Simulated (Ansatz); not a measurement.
```
Ti Al B
1.0
     3.08715    0.00000    0.00000
    -1.54358    2.67355    0.00000
     0.00000    0.00000   10.28562
Ti Al B
3 1 3
Direct
  0.33333 0.66667 0.31387
  0.66667 0.33333 0.55819
  0.33333 0.66667 0.00559
  0.00000 0.00000 0.78653
  0.00000 0.00000 0.44276
  0.66667 0.33333 0.15571
  0.00000 0.00000 0.15535
```

Space group P3m1; a generated structure, not necessarily the stable one; computed without spin polarisation.

Level of theory: DFT PBE, scalar-relativistic, plane waves, PAW (Ansatz 0.2.0).

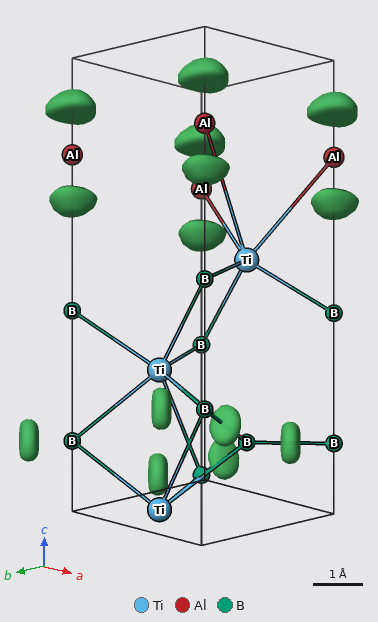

Ti₃AlB₃. Isosurface of the ELF at 0.8 (green), seen at an oblique angle. Only the valence region is drawn (cores and ρ < 0.01 e/Å³ removed). Sticks mark near contacts.

### What do the ELF domains correspond to?

The surface consists of three regions between bonded B–B atoms and two pockets between the atoms, centred on no nucleus (multi-centre or interstitial), counted in one cell of 7 atoms. Any copies at cell faces, edges or corners count once. Along the contacts the grid gives the following. B–B (1.78 Å): the ELF peaks at about 0.85 between the atoms. Ti–B (2.14 Å): the ELF peaks at about 0.70 in the valence shell of B, 0.7 Å from its nucleus, and is about 0.30 at the midpoint.
